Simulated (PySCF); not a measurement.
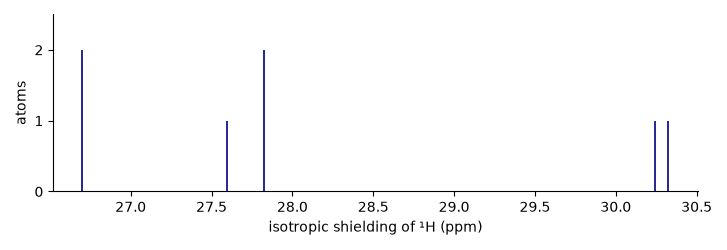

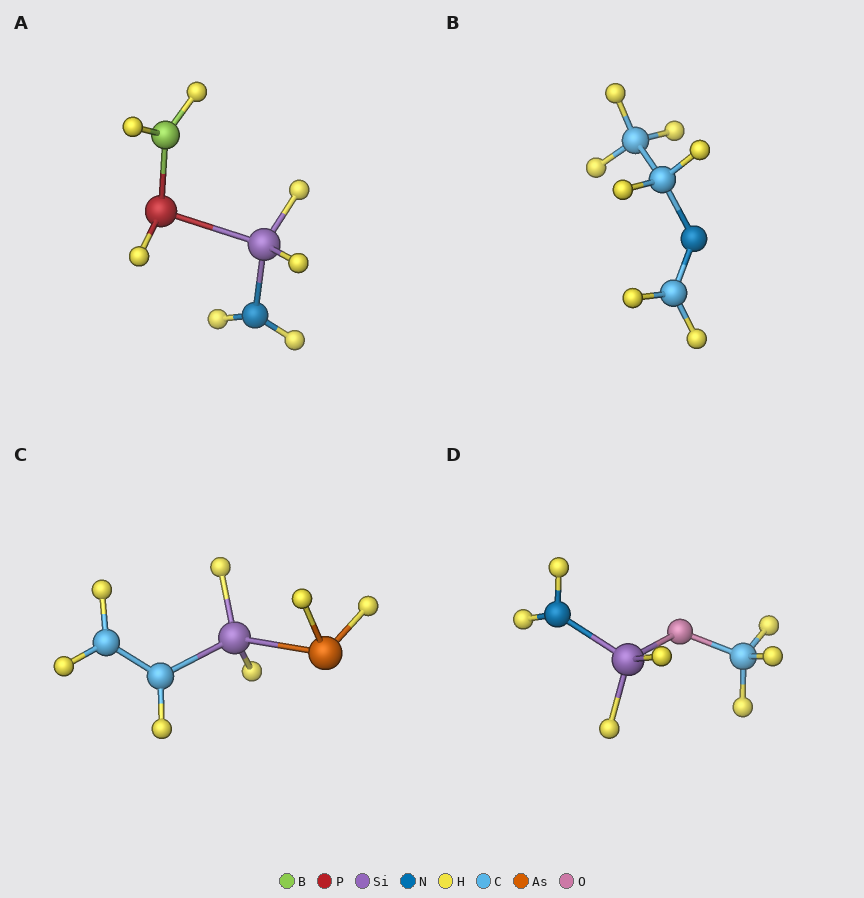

The sticks are computed shieldings of one of the molecules, for one fixed geometry (PBE0-D3(BJ)/def2-SVP) without averaging over rotations. Low shielding means a high chemical shift. Method: GIAO PBE0/pcSseg-1 NMR shielding, non-relativistic, gas phase (PySCF 2.14.0).

Match the spectrum to a structure.

Answer. D, `CO[SiH2]N`. Its 7 H atoms give lines at 26.70 (2 atoms), 27.60, 27.82 (2 atoms), 30.25, 30.32 ppm.

The geometry is semi-empirical. Around B, P, Si such bond lengths and angles can be off by a tenth of an ångström or more and by several degrees, and values that hang on the shape move with them.
